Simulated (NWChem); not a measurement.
**CH3OS (SMILES [O]CS): ROPW6B95-D3(BJ)/x2c-SVPall (DKH3)**

What is the energy change on altering one bond length of CH3OS at ROPW6B95-D3(BJ)/x2c-SVPall (DKH3)? 

The results are computed with NWChem 7.3.0.

## 1. The system as given

The species is CH3OS (6 atoms), meant as a doublet with charge 0. SMILES: `[O]CS`. The shape is that of a GFN2-xTB optimisation. This is one conformer, not always the lowest.

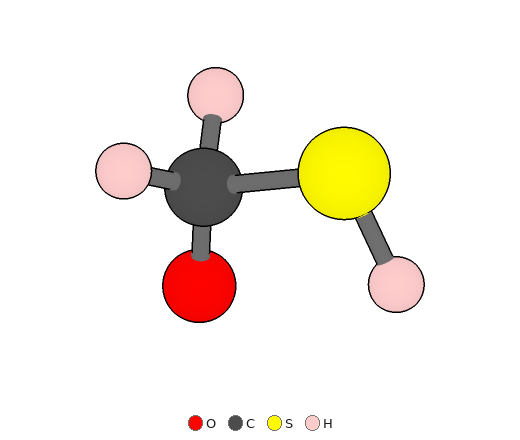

Viewed from a chosen angle; oxygen red, carbon dark grey, sulfur yellow, hydrogen pink.

## 2. A single-point energy at ROPW6B95-D3(BJ)/x2c-SVPall (DKH3)

Input file mymol.nw:

```
start mymol
memory 2200 mb

geometry units angstroms noautoz
  O     0.748080    0.134510   -1.200400
  C     0.055100   -0.435820   -0.327570
  S    -0.493620    0.642700    1.183040
  H     0.529070   -1.279790    0.222880
  H    -0.942020   -0.818230   -0.644280
  H     0.103390    1.756620    0.766330
end

basis "ao basis" spherical
  * library x2c-SVPall
end

relativistic
  douglas-kroll dk3
end

dft
  xc pw6b95
  mult 2
  rodft
  cgmin
  disp vdw 4
  grid fine
  convergence energy 1e-05
  direct
  iterations 200
  mulliken
end

task dft energy
```

Command:

```sh
$ nwchem mymol.nw > mymol.out
```

What it wrote:

```text
[...]
 Group name             Cs
[...]
          Wavefunction type:  restricted open shell.
          No. of atoms     :     6
          No. of electrons :    33
[...]
          Charge           :     0
          Spin multiplicity:     2
[...]
          AO basis - number of functions:    61
[...]
              XC Information
              --------------
                       PW6B95 Method XC Functional
                     Hartree-Fock (Exact) Exchange  0.280
                    PW6B95 GGA Exchange Functional  0.720
                      PW6B95 Correlation Potential  1.000
[...]
         Total DFT energy =     -514.618076772800
      One electron energy =     -903.046306256851
           Coulomb energy =      320.506771948620
    Exchange-Corr. energy =      -30.294733734163
 Nuclear repulsion energy =       98.216191269595
    Dispersion correction =       -0.001611580545
[...]
```

Wall time 52 s (1 thread of Intel Xeon Platinum 8488C (Sapphire Rapids), shared host); peak memory 0.12 GiB.

## 3. The distorted shape at the same level

Input file m1.nw:

```
start m1
memory stack 880 mb heap 220 mb global 1100 mb
charge 0

geometry noautoz
  O     0.921325    0.277092   -1.418608
  C     0.055100   -0.435820   -0.327570
  S    -0.493620    0.642700    1.183040
  H     0.529070   -1.279790    0.222880
  H    -0.942020   -0.818230   -0.644280
  H     0.103390    1.756620    0.766330
end

basis spherical
  * library x2c-SVPall
end

relativistic
  douglas-kroll dk3
end

dft
  xc pw6b95
  mult 2
  rodft
  cgmin
  disp vdw 4
  grid fine
  convergence energy 1e-05
  direct
  maxiter 200
  mulliken
end

task dft energy
```

Command:

```sh
$ nwchem m1.nw > m1.out
```

What it wrote:

```text
[...]
 Group name             Cs
[...]
          Wavefunction type:  restricted open shell.
          No. of atoms     :     6
          No. of electrons :    33
[...]
          Charge           :     0
          Spin multiplicity:     2
[...]
          AO basis - number of functions:    61
[...]
              XC Information
              --------------
                       PW6B95 Method XC Functional
                     Hartree-Fock (Exact) Exchange  0.280
                    PW6B95 GGA Exchange Functional  0.720
                      PW6B95 Correlation Potential  1.000
[...]
         Total DFT energy =     -514.583331755066
      One electron energy =     -889.778673882284
           Coulomb energy =      313.877818481671
    Exchange-Corr. energy =      -30.190372596048
 Nuclear repulsion energy =       91.507896241595
    Dispersion correction =       -0.001595811439
[...]
```

Run time: 38 s. Hardware: 1 thread of Intel Xeon Platinum 8488C (Sapphire Rapids), shared host; peak memory 0.12 GiB.

## 4. Outcome

Level: ROPW6B95-D3(BJ)/x2c-SVPall (DKH3).

```
                                                         quantity          value
                                        first shape: total energy  -514.61808 Eh
                                   first shape: dispersion energy   -4.23 kJ/mol
                                    distorted shape: total energy  -514.58333 Eh
                               distorted shape: dispersion energy   -4.19 kJ/mol
energy change with the O1–C2 bond stretched from 1.252 to 1.565 Å       0.945 eV
```

What this shows: With the O1–C2 bond stretched from 1.252 to 1.565 Å the energy rises by 0.95 eV (91.2 kJ/mol). The first shape isn't relaxed at this level, so the change isn't measured from a minimum.
